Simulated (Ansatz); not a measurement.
**SiH4 (SMILES [H][Si]([H])([H])[H]) at revPBE/6-31G**

What is the electronic atomisation energy of SiH4 at revPBE/6-31G? 

Program for the calculation: Ansatz 0.2.0.

51 further runs of the same task are left out: 51 set aside as unsound or not needed.

### Step 1. The molecule

SiH4 has 5 atoms, charge 0, and is taken as a singlet. SMILES: `[H][Si]([H])([H])[H]`. Geometry: relaxed at GFN2-xTB.

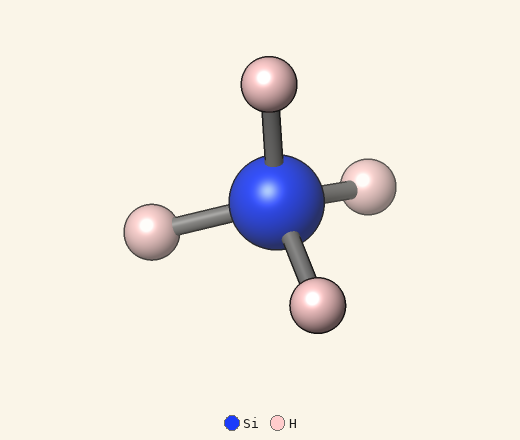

The structure, seen from a chosen angle (silicon blue, hydrogen pink).

### Step 2. The energy at revPBE/6-31G

molecule.yaml

```yaml
crystal:
  periodic: [false, false, false]
  atoms:
    - {symbol: Si, position_ang: [0.000060, -0.000040, 0.000090]}
    - {symbol: H, position_ang: [0.011300, -0.019430, 1.460880]}
    - {symbol: H, position_ang: [1.373450, 0.011260, -0.497760]}
    - {symbol: H, position_ang: [-0.696580, 1.196700, -0.465720]}
    - {symbol: H, position_ang: [-0.688230, -1.188490, -0.497490]}
basis:
  gaussian:
    orbitals: 6-31G
hamiltonian:
  xc: {name: revPBE}
accuracy: high
```

On the command line:

```
$ ansatz run molecule.yaml --threads 1 --pin off --max-ram 2610MiB --events-out events.jsonl --progress --plain --runs-dir runs
```

What it wrote:

```text
Warning: RAYON_NUM_THREADS=1 ignored (pool sized by the plan → 1); use --threads N
Functional definition: revPBE
  name "revPBE"
  parameter kappa = 1.245
  parameter beta = 0.06672455060314922
  exchange = pbe_x(kappa = kappa, mu = beta*pi^2/3)
  correlation = pbe_c(beta = beta)
483 factors; integrals over basis functions are off by at most 3.5e-9 eV
mean field evaluation 1: about -7938.9304 eV, gradient 8.9e0 eV
mean field evaluation 2: about -7939.2584 eV, gradient 3.0e0 eV
mean field evaluation 4: about -7939.2998 eV, gradient 4.2e-2 eV
mean field evaluation 8: about -7939.2954 eV, gradient 5.3e-5 eV
mean field -7939.29539068 eV, -291.7637241598 hartree, gradient 2.0e-8 eV, S^2 0.000000; 0 other end points of the search recorded, 0 dependent functions left out
reference -7939.29539430 eV, -291.7637242929 hartree; 9, 9 occupied and 12, 12 virtual orbitals, 483 factors
Total energy: -7939.29539430 eV, -291.7637242929 hartree
```

Wall time 0.6 s (1 thread of Intel Xeon Platinum 8488C (Sapphire Rapids), shared host).

### Step 3. The H atom

in.yaml

```yaml
crystal:
  periodic: [false, false, false]
  atoms:
    - symbol: H
      position_ang: [0.000000, 0.000000, 0.000000]
basis:
  gaussian:
    orbitals: 6-31G
accuracy: high
total_charge: 0
hamiltonian:
  xc: {name: revPBE}
magnetization:
  spin_polarized: true
  initial_magnetization: 1
```

Run the same way, it converges to -0.50194 Eh (log not shown).

### Step 4. The Si atom, same level

run.yaml

```yaml
crystal:
  periodic: [false, false, false]
  atoms:
    - {symbol: Si, position_ang: [0.000000, 0.000000, 0.000000]}
basis:
  gaussian:
    orbitals: 6-31G
magnetization:
  spin_polarized: true
  initial_magnetization: 2
hamiltonian:
  xc: {name: revPBE}
accuracy: high
```

Run the same way, it converges to -289.29189 Eh (log not shown).

### Step 5. Results

Level: revPBE/6-31G.

| quantity | value |
| --- | --- |
| molecule: total energy | -291.76372 Eh |
| H atom: total energy | -0.50194 Eh |
| H atom: ⟨S²⟩ | 0.750 |
| Si atom: total energy | -289.29189 Eh |
| Si atom: ⟨S²⟩ | 2.000 |
| electronic atomisation energy | 12.628 eV |

**Reading.** Taking the molecule apart into free atoms costs 12.63 eV (1218 kJ/mol), before zero-point energy and without spin-orbit coupling. The basis has no polarisation functions, which makes bonds too weak.
